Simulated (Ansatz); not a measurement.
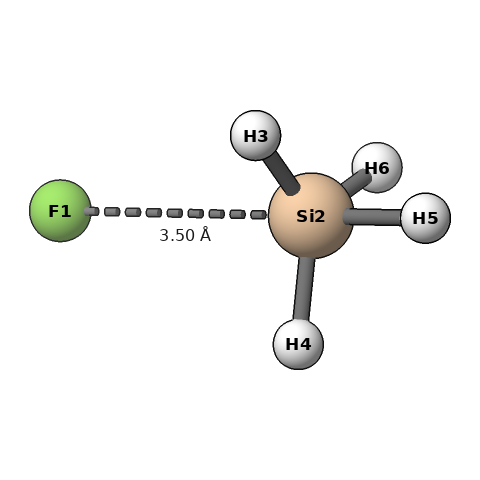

Two molecules or ions; the broken line marks their closest contact (measured against van der Waals radii). State: charge −1, singlet. Geometry: a pair of rigid molecules at a changed separation. Program: Ansatz 0.2.0.

Question: Which two species are they?

Answer: F and SiH4 (`[F-].[SiH4]`).

Give the counterpoise-corrected interaction energy (kcal/mol, monomers kept as in the pair) with RHF-CCSD(T) (frozen core)/def2-TZVPPD; ωB97M-V/def2-TZVPPD.

```csv
level,interaction energy (kcal/mol)
RHF-CCSD(T) (frozen core)/def2-TZVPPD,−13.4
ωB97M-V/def2-TZVPPD,−13.8
```
